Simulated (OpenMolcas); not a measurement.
Run report: Eu³⁺ complex, multiconfigurational calculation (part 2 of 2)

Continued. System: Eu³⁺ with 8 ligands (F; cube, 2.48 Å), neutralised by 8 outer point charges of +0.62 e, whose field is part of the energies. Method: state-averaged CASSCF, active space 6 electrons in the shell 4f, basis ANO-RCC-VTZP on the metal and ANO-RCC-VDZP on the ligands, DKH2 scalar Hamiltonian, spin-orbit coupling by RASSI with atomic mean-field integrals (OpenMolcas).

**Output (extracts), continued**
```
--- RASSI ---
SPIN-FREE ENERGIES:
  (Shifted by EMIN (a.u.) =     -11633.2224233464)

 SF State       Relative EMIN(au)   Rel lowest level(eV)    D:o, cm**(-1)

     1             0.0000000000        0.0000000000              0.0000
     2             0.0023691498        0.0644678509            519.9683
     3             0.0023691498        0.0644678509            519.9683
     4             0.0023691498        0.0644678509            519.9683
     5             0.0026762023        0.0728231737            587.3585
     6             0.0026762023        0.0728231737            587.3585
     7             0.0026762023        0.0728231737            587.3585
     8             0.1121743532        3.0524196511          24619.4248
     9             0.1121743532        3.0524196511          24619.4248
    10             0.1124970416        3.0612004514          24690.2467
    11             0.1124970416        3.0612004514          24690.2467
    12             0.1124970416        3.0612004514          24690.2467
    13             0.1271152254        3.4589814948          27898.5672
    14             0.1271152254        3.4589814948          27898.5672
    15             0.1271767217        3.4606548944          27912.0641
    16             0.1271767217        3.4606548944          27912.0641
    17             0.1271767217        3.4606548944          27912.0641
    18             0.1273350930        3.4649643996          27946.8226
    19             0.1285840188        3.4989494012          28220.9301
    20             0.1285840188        3.4989494012          28220.9301
    21             0.1285840188        3.4989494012          28220.9301
    22             0.1287680515        3.5039571864          28261.3206
    23             0.1287680515        3.5039571864          28261.3206
    24             0.1287680515        3.5039571864          28261.3206
    25             0.1290400078        3.5113574921          28321.0081
    26             0.1290400078        3.5113574921          28321.0081
    27             0.1290425552        3.5114268124          28321.5672
    28             0.1290425552        3.5114268124          28321.5672
    29             0.1290425552        3.5114268124          28321.5672
    30             0.1338276635        3.6416362418          29371.7771
    31             0.1338276635        3.6416362418          29371.7771
    32             0.1338276635        3.6416362418          29371.7771
    33             0.1339809215        3.6458066048          29405.4134
    34             0.1339809215        3.6458066048          29405.4134
    35             0.1343710466        3.6564224491          29491.0359
    36             0.1343710466        3.6564224491          29491.0359
    37             0.1343710466        3.6564224491          29491.0359
    38             0.1350226814        3.6741543346          29634.0532
    39             0.1539479039        4.1891358757          33787.6595
    40             0.1539479039        4.1891358757          33787.6595
Eigenvalues of complex Hamiltonian:
   -----------------------------------
  (Shifted by EMIN (a.u.) =     -11633.2224233464)

 SO State       Relative EMIN(au)   Rel lowest level(eV)    D:o, cm**(-1)

     1            -0.0155698895        0.0000000000              0.0000
     2            -0.0139915389        0.0429491095            346.4079
     3            -0.0139915389        0.0429491081            346.4079
     4            -0.0139915389        0.0429491087            346.4079
     5            -0.0113050969        0.1160509193            936.0138
     6            -0.0113050969        0.1160509186            936.0138
     7            -0.0113050969        0.1160509191            936.0138
     8            -0.0106436405        0.1340500652           1081.1867
     9            -0.0106436405        0.1340500645           1081.1867
    10            -0.0071013984        0.2304393833           1858.6190
    11            -0.0071013984        0.2304393831           1858.6190
    12            -0.0071013984        0.2304393835           1858.6190
    13            -0.0070681615        0.2313438066           1865.9136
    14            -0.0070681615        0.2313438068           1865.9136
    15            -0.0070681615        0.2313438068           1865.9136
    16            -0.0066283074        0.2433128450           1962.4504
    17            -0.0034355887        0.3301911474           2663.1712
    18            -0.0025087168        0.3554126149           2866.5961
    19            -0.0025087169        0.3554126143           2866.5961
    20            -0.0025087169        0.3554126137           2866.5961
    21            -0.0021022923        0.3664719898           2955.7959
    22            -0.0021022923        0.3664719905           2955.7959
    23            -0.0021022923        0.3664719909           2955.7959
    24            -0.0018557284        0.3731813345           3009.9104
    25            -0.0018557285        0.3731813342           3009.9104
    26             0.0023343932        0.4872003540           3929.5359
    27             0.0023343932        0.4872003540           3929.5359
    28             0.0023343932        0.4872003540           3929.5359
    29             0.0028142624        0.5002582593           4034.8550
    30             0.0028142624        0.5002582582           4034.8550
    31             0.0028142624        0.5002582589           4034.8550
    32             0.0031951242        0.5106220355           4118.4445
    33             0.0031951242        0.5106220356           4118.4445
    34             0.0032061715        0.5109226486           4120.8691
    35             0.0032061715        0.5109226482           4120.8691
    36             0.0032061715        0.5109226480           4120.8691
    37             0.0081993252        0.6467932825           5216.7396
    38             0.0082850605        0.6491262590           5235.5564
    39             0.0082850605        0.6491262595           5235.5564
    40             0.0082850605        0.6491262597           5235.5564
    41             0.0083232890        0.6501665108           5243.9466
Weights of the five most important spin-orbit-free states for each spin-orbit state.

 SO State  Total energy (au)           Spin-free states, spin, and weights
 -------------------------------------------------------------------------------------------------------
    1        -0.015570       1 3.0  0.1804    7 3.0  0.1317    5 3.0  0.1317    6 3.0  0.1317    2 3.0  0.1265
    2        -0.013992       6 3.0  0.2056    1 3.0  0.1932    4 3.0  0.1619    5 3.0  0.1479    3 3.0  0.1282
    3        -0.013992       7 3.0  0.2372    1 3.0  0.1932    4 3.0  0.1789    5 3.0  0.1313    2 3.0  0.1177
    4        -0.013992       1 3.0  0.1932    2 3.0  0.1724    3 3.0  0.1685    6 3.0  0.1629    5 3.0  0.1187
    5        -0.011305       1 3.0  0.3375    6 3.0  0.1892    7 3.0  0.1486    4 3.0  0.0977    5 3.0  0.0931
    6        -0.011305       1 3.0  0.3375    5 3.0  0.2067    7 3.0  0.1797    3 3.0  0.1261    2 3.0  0.0546
    7        -0.011305       1 3.0  0.3375    6 3.0  0.1972    5 3.0  0.1311    7 3.0  0.1025    4 3.0  0.0830
    8        -0.010644       3 3.0  0.2304    2 3.0  0.2038    4 3.0  0.2004    6 3.0  0.1564    7 3.0  0.1210
    9        -0.010644       4 3.0  0.2227    2 3.0  0.2193    3 3.0  0.1927    5 3.0  0.1648    7 3.0  0.1042
   10        -0.007101       1 3.0  0.2264    2 3.0  0.1675    3 3.0  0.1576    6 3.0  0.1469    7 3.0  0.1435
   11        -0.007101       1 3.0  0.2264    4 3.0  0.1774    7 3.0  0.1467    5 3.0  0.1457    6 3.0  0.1071
   12        -0.007101       1 3.0  0.2264    4 3.0  0.1476    6 3.0  0.1455    5 3.0  0.1447    2 3.0  0.1135
```

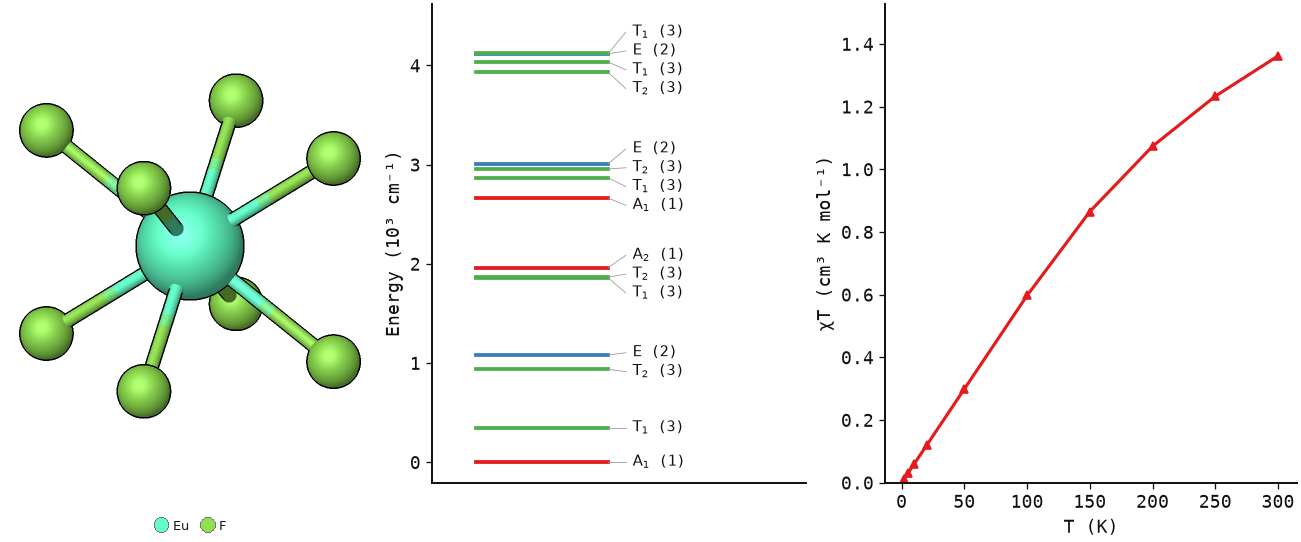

*Eu³⁺ (4f⁶) with 8 ligands, F⁻, at 2.48 Å (arrangement: cube, Oh), neutralised by outer point charges of +0.62 e, and its levels and susceptibility. Labels give the representation in O, Td, D4 or D3 as the site allows (double group for half-integer spin) where it could be assigned and, in brackets, the degeneracy; spin-free states, where drawn, share the zero of the spin-orbit levels. Powder susceptibility by Van Vleck's formula.*

The ground level is A₁, non-degenerate, 96 % from states of spin multiplicity 7 (of the 140 states of multiplicity 5, 77 enter the spin-orbit step). The next level lies at 346 cm⁻¹ (T₁). χT is 0.0120 cm³ K mol⁻¹ at 2 K and 1.36 at 300 K, an effective moment of 3.30 μB. The active orbitals hold 100 % metal character (Löwdin), and the Mulliken charge of the metal is +2.50.

**The input**
```
&GATEWAY
Coord
9

Eu 0.0 0.0 0.0
F 1.431829 1.431829 1.431829
F 1.431829 1.431829 -1.431829
F 1.431829 -1.431829 1.431829
F 1.431829 -1.431829 -1.431829
F -1.431829 1.431829 1.431829
F -1.431829 1.431829 -1.431829
F -1.431829 -1.431829 1.431829
F -1.431829 -1.431829 -1.431829
Basis=Eu.ANO-RCC-VTZP,F.ANO-RCC-VDZP
Group=XYZ
NoMove
AngMom=0.0 0.0 0.0
AMFI
RICD
XField
4 Angstrom 0
3.048410 3.048410 3.048410 0.625000
3.048410 3.048410 -3.048410 0.625000
3.048410 -3.048410 3.048410 0.625000
3.048410 -3.048410 -3.048410 0.625000
&SEWARD
&RASSCF
FileOrb=start.orb
Symmetry=1
Spin=7
nActEl=6 0 0
Inactive=35 32
Ras2=0 7
CIRoot=7 7 1
SDav=7
CIMx=300
Iter=150 100
PrWF=0.3
OrbListing=Nothing
MaxOrb=0
LevShft=1.0
>>> COPY $Project.JobIph JOB001
&RASSCF
FileOrb=start.orb
Symmetry=1
Spin=5
nActEl=6 0 0
Inactive=35 32
Ras2=0 7
CIRoot=140 140 1
SDav=140
CIMx=300
Iter=150 100
PrWF=0.3
OrbListing=Nothing
MaxOrb=0
CIOnly
LevShft=1.0
>>> COPY $Project.JobIph JOB002
&RASSCF
FileOrb=start.orb
Symmetry=1
Spin=3
nActEl=6 0 0
Inactive=35 32
Ras2=0 7
CIRoot=162 162 1
SDav=588
CIMx=300
Iter=150 100
PrWF=0.3
OrbListing=Nothing
MaxOrb=0
CIOnly
LevShft=1.0
>>> COPY $Project.JobIph JOB003
&RASSI
NrOfJobIphs=2 7 77
1 2 3 4 5 6 7
1 2 3 4 5 6 7 8 9 10 11 12 13 14 15 16 17 18 19 20 21 22 23 24 25 26 27
28 29 30 31 32 33 34 35 36 37 38 39 40 41 42 43 44 45 46 47 48 49 50 51
52 53 54 55 56 57 58 59 60 61 62 63 64 65 66 67 68 69 70 71 72 73 74 75
76 77
IphNames
JOB001
JOB002
EJob
SpinOrbit
DIPRint=1.0
SOCoupling=1000.0
Subsets=2
Property=9
'ANGMOM' 1 'ANGMOM' 2 'ANGMOM' 3 'MLTPL  1' 1 'MLTPL  1' 2 'MLTPL  1' 3
'AMFI' 1 'AMFI' 2 'AMFI' 3
SOProperty=3
'ANGMOM' 1 'ANGMOM' 2 'ANGMOM' 3
```

The file start.orb holds starting orbitals from an earlier step. A driver script formed the levels outside the program, from RASSI's spin-orbit matrix and the active-space energies, averaged over the components of each term or state.

Command:
```bash
OMP_NUM_THREADS=1 MOLCAS_MEM=2457 MOLCAS_PROJECT=a pymolcas a.inp > a.log  # once for each step of the input, in one work folder
```

**Summary**

- outcome: converged
- energy of the lowest spin-free term: −11633.22242 hartree
- energy of the lowest spin-orbit level: −11633.23799 hartree
- largest spread among components of a term: 0.0 cm⁻¹
- hardware: 1 thread of Arm Neoverse V2, 24 GiB of memory available, shared host
- wall time: 2.2 min
- peak memory: 0.65 GiB

**Notes**

Without dynamic correlation the splittings between terms come out too large, often by 20 to 50 %. Limits: high states of lower spin left out of the spin-orbit mixing; distances are set from ionic radii, not optimised; spin-free states above about 45,000 cm⁻¹ are left out of the spin-orbit step.
